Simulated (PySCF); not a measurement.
# doublet C2H5NO+ at 6 levels

Aim: a comparison of 6 runs (UB3LYP/def2-SVP, UBHLYP/def2-SVP, UBLYP/def2-SVP, UM06-L/def2-SVP, UPBE0/def2-SVP, UCCSD(T)/def2-SVP) of doublet C2H5NO+. 

Program for the calculation: PySCF 2.14.0.

2 further runs of the same task are left out: 2 set aside as unsound or not needed.

### Step 1. The molecule

C2H5NO+: 9 atoms, total charge +1, spin state doublet. SMILES of the parent species: `C/C=N/O`. The coordinates come from a PBE0-D4/def2-TZVP relaxation. That shape belongs to the parent species and isn't relaxed for this state.

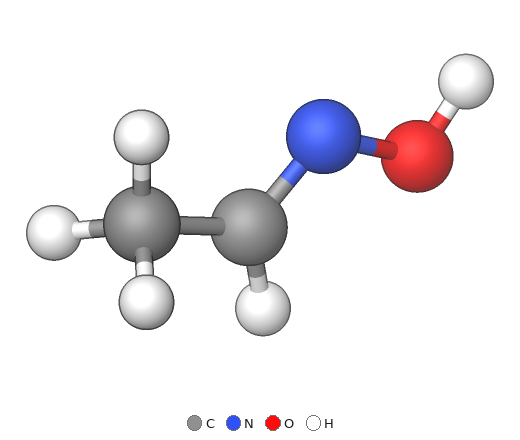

The structure, seen from a chosen angle (carbon grey, nitrogen blue, oxygen red, hydrogen white).

### Step 2. The energy at UB3LYP/def2-SVP (run 1)

The input, run.py:

```python
from pyscf import gto, dft

system = gto.M(
    atom='''
C     -1.888366     1.111008     1.300434
C     -0.300334    -0.414814    -0.435733
N      2.082251    -0.231737    -0.355080
O      3.236912    -1.794748    -2.109955
H     -3.060789    -0.114385     2.482911
H     -0.706134     2.282279     2.513317
H     -3.173190     2.329050     0.232758
H     -1.193834    -1.697182    -1.784223
H      5.003466    -1.469508    -1.844410
''',
    basis='def2-svp',
    spin=1,
    charge=1,
    unit='bohr',
    verbose=3,
    max_memory=1860,
)

calc0 = dft.UKS(system, xc='b3lyp')
calc0.conv_tol = 1e-10
calc0.grids.level = 5
calc0.kernel()
if not calc0.converged:
    calc0 = calc0.newton().run(calc0.mo_coeff, calc0.mo_occ)

energy = calc0.e_tot
print(f'total energy: {energy:.8f} hartree')
```

Started as:

```console
$ OMP_NUM_THREADS=1 python run.py
```

Standard output:

```text
WARN: HOMO -0.302681607964633 >= LUMO -0.302681607964635

converged SCF energy = -208.622077764958  <S^2> = 0.75299065  2S+1 = 2.0029884
total energy: -208.62207776 hartree
```

It took 35 s on 1 thread of Arm Neoverse V1, shared host; peak memory 0.42 GiB.

### Step 3. A single-point energy at UBHLYP/def2-SVP (run 2)

The input, input.py:

```python
from pyscf import gto, dft

mol = gto.M(
    atom='''
C     -1.888366     1.111008     1.300434
C     -0.300334    -0.414814    -0.435733
N      2.082251    -0.231737    -0.355080
O      3.236912    -1.794748    -2.109955
H     -3.060789    -0.114385     2.482911
H     -0.706134     2.282279     2.513317
H     -3.173190     2.329050     0.232758
H     -1.193834    -1.697182    -1.784223
H      5.003466    -1.469508    -1.844410
''',
    unit='bohr',
    charge=1,
    basis='def2-svp',
    max_memory=1860,
    spin=1,
    verbose=3,
)

mf = dft.UKS(mol)
mf.xc = 'bhandhlyp'
mf.conv_tol = 1e-10
mf.grids.level = 5
mf.kernel()
if not mf.converged:
    mf = mf.newton().run(mf.mo_coeff, mf.mo_occ)

etot = mf.e_tot
print(f'total energy: {etot:.8f} hartree')
```

Started as:

```console
$ OMP_NUM_THREADS=1 python input.py
```

Standard output:

```text
converged SCF energy = -208.491362740069  <S^2> = 0.75679163  2S+1 = 2.0067801
total energy: -208.49136274 hartree
```

Run time: 40 s. Hardware: 1 thread of Arm Neoverse V1, shared host; peak memory 0.42 GiB.

### Step 4. A single-point energy at UBLYP/def2-SVP (run 3)

The input, job.py:

```python
from pyscf import gto, dft

mol = gto.M(
    atom='''
C       -0.999280       0.587920       0.688160
C       -0.158930      -0.219510      -0.230580
N        1.101880      -0.122630      -0.187900
O        1.712900      -0.949740      -1.116540
H       -1.619700      -0.060530       1.313900
H       -0.373670       1.207730       1.329990
H       -1.679180       1.232480       0.123170
H       -0.631750      -0.898110      -0.944170
H        2.647720      -0.777630      -0.976020
''',
    spin=1,
    basis='def2-svp',
    charge=1,
    verbose=3,
    max_memory=1860,
)

calc0 = dft.UKS(mol)
calc0.xc = 'blyp'
calc0.conv_tol = 1e-10
calc0.grids.level = 5
calc0.kernel()
if not calc0.converged:
    calc0 = calc0.newton().run(calc0.mo_coeff, calc0.mo_occ)

energy = calc0.e_tot
print('E = %.10f Eh' % energy)
```

Started as:

```console
$ OMP_NUM_THREADS=1 python job.py
```

Standard output:

```text
converged SCF energy = -208.563547015625  <S^2> = 0.75138228  2S+1 = 2.0013818
E = -208.5635470156 Eh
```

It took 31 s on 1 thread of Arm Neoverse V1, shared host; peak memory 0.42 GiB.

Runs 4 to 5 aren't shown in full; the table further down has their settings and results.

### Step 5. A single-point energy at UCCSD(T)/def2-SVP (run 6)

The input, job.py:

```python
from pyscf import gto, scf, cc

molecule = gto.M(
    atom='''
C       -0.999280       0.587920       0.688160
C       -0.158930      -0.219510      -0.230580
N        1.101880      -0.122630      -0.187900
O        1.712900      -0.949740      -1.116540
H       -1.619700      -0.060530       1.313900
H       -0.373670       1.207730       1.329990
H       -1.679180       1.232480       0.123170
H       -0.631750      -0.898110      -0.944170
H        2.647720      -0.777630      -0.976020
''',
    basis='def2-svp',
    verbose=3,
    charge=1,
    spin=1,
    max_memory=1860,
)

mf = scf.UHF(molecule)
mf.conv_tol = 1e-10
mf.kernel()
if not mf.converged:
    mf = mf.newton().run(mf.mo_coeff, mf.mo_occ)

mycc = cc.CCSD(mf, frozen=4)
mycc.kernel()
e_t = mycc.ccsd_t()
etot = mycc.e_tot + e_t
print('E(%s) = %.9f' % ('CCSD(T)', etot))
```

Started as:

```console
$ OMP_NUM_THREADS=1 python job.py
```

Standard output:

```text
converged SCF energy = -207.397020471784  <S^2> = 0.77464309  2S+1 = 2.0244931
E(UCCSD) = -208.0331751678633  E_corr = -0.6361546960790603
UCCSD(T) correction = -0.0215975688922273
E(CCSD(T)) = -208.054772737
```

Wall time 2.5 min (1 thread of Arm Neoverse V1, shared host); peak memory 1.6 GiB.

### Step 6. The series

```
run              level  integration grid  frozen core orbitals  energy (Eh)  HOMO energy (eV)  LUMO energy (eV)   ⟨S²⟩  wall time
  1    UB3LYP/def2-SVP                 5                     –  -208.622078            -15.07            -12.46  0.753       35 s
  2    UBHLYP/def2-SVP                 5                     –  -208.491363            -17.06            -10.99  0.757       40 s
  3     UBLYP/def2-SVP                 5                     –  -208.563547            -13.45            -13.05  0.751       31 s
  4    UM06-L/def2-SVP                 5                     –  -208.594034            -13.96            -13.14  0.753       83 s
  5     UPBE0/def2-SVP                 5                     –  -208.382188            -15.37            -12.22  0.754       36 s
  6  UCCSD(T)/def2-SVP                 –                     4  -208.054773            -19.25             -7.24  0.775    2.5 min
```

### Step 7. Results

| quantity | value |
| --- | --- |
| run 6: total energy | -208.05477 Eh |
| run 6: HOMO energy (Hartree–Fock orbitals) (highest over α and β) | -19.25 eV |
| run 6: LUMO energy (Hartree–Fock orbitals) (lowest over α and β) | -7.24 eV |
| run 6: correlation energy (4 core orbitals frozen) | -657.8 mEh |
| run 6: (T) correction | -21.60 mEh |
| run 6: ⟨S²⟩ of the reference determinant | 0.775 |
| run 6: T1 diagnostic | 0.027 |

In words: Totals of different functionals can't be ranked against each other. All runs together took 6.3 min, the longest 2.5 min.
